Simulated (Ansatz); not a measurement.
# Ge (diamond structure), cut as (111) film, 12 layers, monofluoride, F-ended

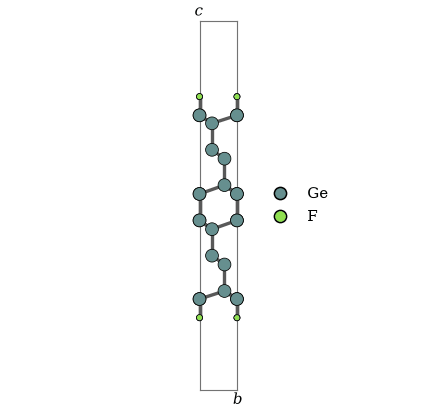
Figure. Relaxed structure, one periodic cell

The numbers are results of PBE (plane waves to 420 eV, PAW; Ansatz, a quantum-chemistry and plane-wave program), not measurements.

- change of bonding against the cut: none
- number of neighbours within 2.989 Å (ending not counted): 3 for 2 atoms, 4 for 10 atoms
- mean Ge-Ge distance (least to greatest): 2.488 Å (2.471 to 2.496)
